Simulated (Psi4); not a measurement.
## C2H4B (charge −1): excited-state calculation (part 2 of 3)

Continued. System: C2H4B, charge −1, SMILES [BH3-]C#C. Method: EOM-CC2/DZVP, RHF, sfX2C (Psi4 1.11). The geometry comes from this level: GFN2-xTB.

Geometry of the input (Å):
```
B  -0.7626  0.5867  -0.2525
C  0.4416  -0.3462  0.1453
C  1.3671  -1.0539  0.4529
H  -1.7432  -0.1032  -0.5319
H  -0.4490  1.2675  -1.2286
H  -1.0371  1.3260  0.6923
H  2.1831  -1.6770  0.7225
```

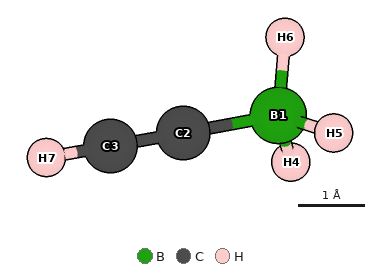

*The input geometry (ball-and-stick view, seen at a tilt; atoms are numbered from 1 in the order of the input).*

### Output, continued
```
    Largest TIjAb Amplitudes:
     10  10   2   2        -0.0297056754
      9   9   1   1        -0.0295932136
      7   7   2   2        -0.0261931653
      8   8   1   1        -0.0261675934
      6   6  13  13        -0.0223603682
      9  10   1   2         0.0223575337
     10   9   2   1         0.0223575337
      7   8   2   1        -0.0206519316
      8   7   1   2        -0.0206519316
     10  10  10  10        -0.0204959265

    SCF energy       (wfn)                    = -102.713818522194103
    Reference energy (file100)                = -102.713818522193705

    Opposite-spin MP2 correlation energy      =   -0.260936892956749
    Same-spin MP2 correlation energy          =   -0.083867607444253
    Singles MP2 correlation energy            =   -0.000000000000000
    MP2 correlation energy                    =   -0.344804500401001
      * MP2 total energy                      = -103.058623022594702
    CC2 correlation energy                    =   -0.349588267035447
      * CC2 total energy                      = -103.063406789229148

			**************************
			*                        *
			*         CCHBAR         *
			*                        *
			**************************

	**********************************************************
	*  CCEOM: An Equation of Motion Coupled Cluster Program  *
	**********************************************************

	Nuclear Rep. energy (wfn)     =   51.234109945090509
	SCF energy          (wfn)     = -102.713818522194103
	Reference energy    (file100) = -102.713818522193705
	CC2 energy          (file100) =   -0.349588267035447

	Input parameters:
	-----------------
	Reference wfn   =     RHF
	Reference EOM wfn=     RHF
	Memory (Mbytes) =  1600.0
	ABCD            =     NEW
	Cache Level     =    2
	Cache Type      =     LRU
	Num. of threads =     1
	Local CC        =     No

	CCEOM parameters:
	-----------------
	States sought per irrep     = A 3,
	Max. number of iterations   =    80
	Vectors stored per root     =    12
	Print HbarSS iterations?    =     0
	Excitation range for HBarSS =     2
	Eigenvalue tolerance        = 1.0e-05
	Eigenvalue toleranceSS      = 1.0e-06
	Residual vector tolerance   = 1.0e-04
	Residual vector toleranceSS = 1.0e-06
	Complex tolerance           = 1.0e-12
	Root for properties         =     3
	Sym of state for properties =      A
	Guess vectors taken from    = SINGLES
	Restart EOM CC3             = NO
	Collapse with last vector   = YES

Fae   dot Fae   total   93.2358131094
Fmi   dot Fmi   total  297.7616406633
Fme   dot Fme   total    0.0001979850
WMBIJ dot WMBIJ total    0.0000000000
Wmbij dot Wmbij total    0.0000000000
WMbIj dot WMbIj total    0.0000000000
WmBiJ dot WmBiJ total    0.0000000000
Symmetry of ground state: A
Symmetry of excited state: A
Symmetry of right eigenvector: A
Seeking states with multiplicity of 1
Obtaining initial guess from singles-singles block of Hbar...Done.

Iter=1    L=3     Root    EOM Energy     Delta E   Res. Norm    Conv?
                     1   0.3365269721   3.37e-01    3.98e-01      N
                     2   0.3478321770   3.48e-01    3.99e-01      N
                     3   0.3478425659   3.48e-01    3.99e-01      N
Iter=2    L=6     Root    EOM Energy     Delta E   Res. Norm    Conv?
                     1   0.2706413228  -6.59e-02    2.32e-02      N
                     2   0.2799489421  -6.79e-02    2.68e-02      N
                     3   0.2799538577  -6.79e-02    2.68e-02      N
Iter=3    L=9     Root    EOM Energy     Delta E   Res. Norm    Conv?
                     1   0.2696704955  -9.71e-04    2.62e-02      N
                     2   0.2787871483  -1.16e-03    2.75e-02      N
                     3   0.2787917829  -1.16e-03    2.75e-02      N
Iter=4    L=12    Root    EOM Energy     Delta E   Res. Norm    Conv?
                     1   0.2691007472  -5.70e-04    9.03e-03      N
                     2   0.2781519365  -6.35e-04    1.07e-02      N
                     3   0.2781566002  -6.35e-04    1.07e-02      N
Iter=5    L=15    Root    EOM Energy     Delta E   Res. Norm    Conv?
                     1   0.2688996212  -2.01e-04    7.30e-03      N
                     2   0.2779164523  -2.35e-04    8.41e-03      N
                     3   0.2779212314  -2.35e-04    8.41e-03      N
Iter=6    L=18    Root    EOM Energy     Delta E   Res. Norm    Conv?
                     1   0.2688671891  -3.24e-05    1.68e-03      N
                     2   0.2778653671  -5.11e-05    2.57e-03      N
                     3   0.2778701673  -5.11e-05    2.57e-03      N
Iter=7    L=21    Root    EOM Energy     Delta E   Res. Norm    Conv?
                     1   0.2688643273  -2.86e-06    5.05e-04      N
                     2   0.2778561640  -9.20e-06    7.48e-04      N
                     3   0.2778609653  -9.20e-06    7.45e-04      N
Iter=8    L=24    Root    EOM Energy     Delta E   Res. Norm    Conv?
                     1   0.2688625151  -1.81e-06    1.47e-04      N
                     2   0.2778529348  -3.23e-06    5.32e-04      N
                     3   0.2778577612  -3.20e-06    5.24e-04      N
Iter=9    L=27    Root    EOM Energy     Delta E   Res. Norm    Conv?
                     1   0.2688628178   3.03e-07    5.26e-05      Y
                     2   0.2778539500   1.02e-06    2.77e-04      N
                     3   0.2778587471   9.86e-07    2.67e-04      N
Iter=10   L=29    Root    EOM Energy     Delta E   Res. Norm    Conv?
                     1   0.2688628177  -3.92e-11    5.26e-05      Y
                     2   0.2778536843  -2.66e-07    1.72e-04      N
                     3   0.2778584980  -2.49e-07    1.61e-04      N
Iter=11   L=31    Root    EOM Energy     Delta E   Res. Norm    Conv?
                     1   0.2688628178   8.59e-11    5.27e-05      Y
                     2   0.2778537122   2.79e-08    1.57e-04      N
                     3   0.2778585186   2.06e-08    1.47e-04      N
Iter=12   L=33    Root    EOM Energy     Delta E   Res. Norm    Conv?
                     1   0.2688628177  -1.44e-10    5.26e-05      Y
                     2   0.2778536902  -2.20e-08    9.67e-05      Y
                     3   0.2778585034  -1.52e-08    9.32e-05      Y
Collapsing to only 3 vector(s).

Procedure converged for 3 root(s).
Energy written to CC_INFO:Etot -102.7855482858
States per irrep written to CC_INFO.
EOM CC2 R0 for root 0 =  -0.00000007461
EOM CC2 R0 for root 1 =   0.00002441326
EOM CC2 R0 for root 2 =   0.00003006783

Final Energetic Summary for Converged Roots of Irrep A
                     Excitation Energy              Total Energy
                (eV)     (cm^-1)     (au)             (au)
EOM State 1      7.316    59008.6   0.2688628177  -102.794543971565

Largest components of excited wave function #1:
 RIA (libdpd indices) : (cscf notation)
        10 >   1      :       11a >    13a :    0.3975375197
         9 >   2      :       10a >    14a :    0.3964004903
        10 >   4      :       11a >    16a :    0.1891513843
         9 >   3      :       10a >    15a :   -0.1875640244
         9 >   1      :       10a >    13a :    0.1365700333
 RIjAb (libdpd indices)     : (cscf notation)
        7  10 >   1   3     :     8a    11a >    13a    15a :    0.0110208531
       10   7 >   3   1     :    11a     8a >    15a    13a :    0.0110208531
        8   9 >   2   4     :     9a    10a >    14a    16a :   -0.0110195743
        9   8 >   4   2     :    10a     9a >    16a    14a :   -0.0110195743
        6   7 >  13   1     :     7a     8a >    25a    13a :   -0.0109140462
EOM State 2      7.561    60981.8   0.2778536902  -102.785553099026

Largest components of excited wave function #2:
 RIA (libdpd indices) : (cscf notation)
        10 >   2      :       11a >    14a :    0.4117137367
         9 >   1      :       10a >    13a :    0.4108136852
         9 >   4      :       10a >    16a :    0.1797623616
        10 >   3      :       11a >    15a :   -0.1790620912
         9 >   2      :       10a >    14a :   -0.1305007708
 RIjAb (libdpd indices)     : (cscf notation)
       10  10 >  10  15     :    11a    11a >    22a    27a :    0.0123964073
       10  10 >  15  10     :    11a    11a >    27a    22a :    0.0123964073
        9   9 >   9  14     :    10a    10a >    21a    26a :   -0.0123805442
        9   9 >  14   9     :    10a    10a >    26a    21a :   -0.0123805442
        7  10 >   2   3     :     8a    11a >    14a    15a :    0.0109719344
EOM State 3      7.561    60982.9   0.2778585034  -102.785548285841

Largest components of excited wave function #3:
 RIA (libdpd indices) : (cscf notation)
         9 >   2      :       10a >    14a :    0.4122448520
        10 >   1      :       11a >    13a :   -0.4106776598
        10 >   4      :       11a >    16a :   -0.1795347252
         9 >   3      :       10a >    15a :   -0.1792422218
         9 >   1      :       10a >    13a :    0.1301442463
 RIjAb (libdpd indices)     : (cscf notation)
        9  10 >  15  10     :    10a    11a >    27a    22a :    0.0100948020
       10   9 >  10  15     :    11a    10a >    22a    27a :    0.0100948020
        9  10 >   9  14     :    10a    11a >    21a    26a :    0.0100523917
       10   9 >  14   9     :    11a    10a >    26a    21a :    0.0100523917
        8   9 >   2   4     :     9a    10a >    14a    16a :   -0.0096041317

	Putting into environment energy for root of R irrep 1 and root 3.
	Putting into environment CURRENT ENERGY:             -102.7855482858

	Total # of sigma evaluations: 33

			**************************
			*        CCLAMBDA        *
			**************************

	Nuclear Rep. energy (wfn)     =   51.234109945090509
	Reference           (wfn)     =                    0
	SCF energy          (wfn)     = -102.713818522194103
	Reference energy    (CC_INFO) = -102.713818522193705
	CC2 energy          (CC_INFO) =   -0.349588267035447
	Total CC2 energy    (CC_INFO) = -103.063406789229148

	Input parameters:
	-----------------
	Maxiter           =     50
	Convergence       = 1.0e-04
	Restart           =     No
	Cache Level       =     2
	Model III         =     No
	DIIS              =     Yes
	AO Basis          =     No
	ABCD              =     NEW
	Local CC          =     No
	Parameters for left-handed eigenvectors:
	    Irr   Root  Ground-State?    EOM energy        R0
	  1   0     0        Yes       0.0000000000   1.0000000000
	  2   0     1         No       0.2688628177  -0.0000000746
	  3   0     2         No       0.2778536902   0.0000244133
	  4   0     3         No       0.2778585034   0.0000300678
	Labels for eigenvector 1:
	LIA 0 -1, Lia 0 -1, LIJAB 0 -1, Lijab 0 -1, LIjAb 0 -1, 2LIjAb - LIjbA 0 -1
	Labels for eigenvector 2:
	LIA 0 0, Lia 0 0, LIJAB 0 0, Lijab 0 0, LIjAb 0 0, 2LIjAb - LIjbA 0 0
	Labels for eigenvector 3:
	LIA 0 1, Lia 0 1, LIJAB 0 1, Lijab 0 1, LIjAb 0 1, 2LIjAb - LIjbA 0 1
	Labels for eigenvector 4:
	LIA 0 2, Lia 0 2, LIJAB 0 2, Lijab 0 2, LIjAb 0 2, 2LIjAb - LIjbA 0 2
	Deleting old CC_LAMBDA data.
	Symmetry of left-hand state: A
	Symmetry of left-hand eigenvector: A

	          Solving Lambda Equations
	          ------------------------
	Iter     PseudoEnergy or Norm         RMS
	----     ---------------------     --------
	   0        -0.349766092038756    0.000e+00
	   1        -0.349433063202627    1.350e-02
	   2        -0.349104700100427    2.055e-03
	   3        -0.349050424751340    1.125e-03
	   4        -0.349050294387358    2.082e-04
	   5        -0.349051489545800    6.526e-05

	Largest LIA Amplitudes:
	          6   0        -0.0174927614
	          8   4         0.0141237476
	          7   3        -0.0141210563
	         10  10         0.0139510458
	          9   9         0.0139438683
	          6   6         0.0127595770
	          8  12         0.0100210010
	          7  11        -0.0099819119
	          9   4        -0.0095825004
	         10   3        -0.0095655876

	Largest LIjAb Amplitudes:
	 10  10   2   2        -0.0295466261
	  9   9   1   1        -0.0294348858
	  7   7   2   2        -0.0262110121
	  8   8   1   1        -0.0261856828
	  6   6  13  13        -0.0222781843
	  9  10   1   2         0.0222283324
	 10   9   2   1         0.0222283324
	  7   8   2   1        -0.0206752039
	  8   7   1   2        -0.0206752039
	 10  10  10  10        -0.0205751613

	Iterations converged.

	Overlap <L|e^T> =        0.84263007357
	Symmetry of left-hand state: A
	Symmetry of left-hand eigenvector: A
	Initial overlap of initial guess <L|R> =    1.0000000000
	Checking overlap of initial guess <L|R> =    1.0000000000

	          Solving Lambda Equations
	          ------------------------
	Iter     PseudoEnergy or Norm         RMS
	----     ---------------------     --------
	   0         0.000000000219779    6.526e-05
	   1        -0.000000015556745    1.100e-02
	   2        -0.000000016596265    2.049e-03
	   3        -0.000000016894390    1.154e-03
	   4        -0.000000017135646    5.390e-04
	   5        -0.000000017181298    1.901e-04
	   6        -0.000000017255492    1.530e-04
	   7        -0.000000017247611    5.501e-05

	Initial  <L|R>  =        1.0023306373
	Normalizing L...
	L0 * R0 =       -0.0000000000
	L1 * R1 =        0.9653097132
	L2 * R2 =        0.0346902868
	 <L|R>  =        1.0000000000
	Pseudoenergy or Norm of normalized L =   -0.000000017207507

	Largest LIA Amplitudes:
	         10   1         0.3986468858
	          9   2         0.3974956003
	         10   4         0.1896416929
	          9   3        -0.1880674693
	          9   1         0.1369502076
	         10   2        -0.1365194482
	          8   2         0.1082793478
	          7   1        -0.1081965571
	          9   4         0.0794072395
	         10   3         0.0790121473

	Largest LIjAb Amplitudes:
	  7  10   1   3         0.0110438296
	 10   7   3   1         0.0110438296
	  8   9   2   4        -0.0110427710
	  9   8   4   2        -0.0110427710
	  6   7  13   1        -0.0108083143
	  7   6   1  13        -0.0108083143
	  6   8  13   2         0.0107703118
	  8   6   2  13         0.0107703118
	  3  10   1  25         0.0098106228
	 10   3  25   1         0.0098106228

	Iterations converged.

	Symmetry of left-hand state: A
	Symmetry of left-hand eigenvector: A
	Initial overlap of initial guess <L|R> =    0.9999999988
	Checking overlap of initial guess <L|R> =    1.0000000000

	          Solving Lambda Equations
	          ------------------------
	Iter     PseudoEnergy or Norm         RMS
	----     ---------------------     --------
	   0        -0.000002524963772    5.501e-05
	   1         0.000004169732212    1.137e-02
	   2         0.000004526100770    2.214e-03
	   3         0.000004643629193    1.280e-03
	   4         0.000004666404300    6.398e-04
	   5         0.000004643944919    2.619e-04
	   6         0.000004619279480    2.091e-04
	   7         0.000004624287394    6.795e-05

	Initial  <L|R>  =        1.0022511786
	Normalizing L...
	L0 * R0 =        0.0000000000
	L1 * R1 =        0.9626194356
	L2 * R2 =        0.0373805644
	 <L|R>  =        1.0000000000
	Pseudoenergy or Norm of normalized L =    0.000004613900679

	Largest LIA Amplitudes:
	         10   2         0.4129260484
	          9   1         0.4120205344
	          9   4         0.1799747988
	         10   3        -0.1792818349
	          9   2        -0.1309085562
	         10   1         0.1302128869
	          9   3         0.0702919365
	         10   4         0.0701206309
	          8   1         0.0623045204
	          7   2        -0.0621350675

	Largest LIjAb Amplitudes:
	 10  10  10  15         0.0126311720
	 10  10  15  10         0.0126311720
	  9   9   9  14        -0.0126136104
	  9   9  14   9        -0.0126136104
	  7  10   2   3         0.0112451425
	 10   7   3   2         0.0112451425
	  8   9   1   4        -0.0112252417
	  9   8   4   1        -0.0112252417
	 10  10   2  15        -0.0102171343
	 10  10  15   2        -0.0102171343

	Iterations converged.

	Symmetry of left-hand state: A
	Symmetry of left-hand eigenvector: A
	Initial overlap of initial guess <L|R> =    0.9999999982
	Checking overlap of initial guess <L|R> =    1.0000000000

	          Solving Lambda Equations
	          ------------------------
	Iter     PseudoEnergy or Norm         RMS
	----     ---------------------     --------
	   0        -0.000002955592450    6.795e-05
	   1         0.000005362484679    1.137e-02
	   2         0.000005786145439    2.214e-03
	   3         0.000005932765397    1.281e-03
	   4         0.000005965907504    6.406e-04
	   5         0.000005944558122    2.629e-04
	   6         0.000005924493308    2.098e-04
	   7         0.000005930238622    6.855e-05

	Initial  <L|R>  =        1.0022514116
	Normalizing L...
	L0 * R0 =        0.0000000000
	L1 * R1 =        0.9626186447
	L2 * R2 =        0.0373813553
	 <L|R>  =        1.0000000000
	Pseudoenergy or Norm of normalized L =    0.000005916917206

	Largest LIA Amplitudes:
	          9   2         0.4134712646
	         10   1        -0.4119052058
	         10   4        -0.1797371084
	          9   3        -0.1794516679
	          9   1         0.1305065394
	         10   2         0.1305011895
	          9   4         0.0704078272
	         10   3        -0.0700595105
	          8   2         0.0624627276
	          7   1         0.0617790706
```
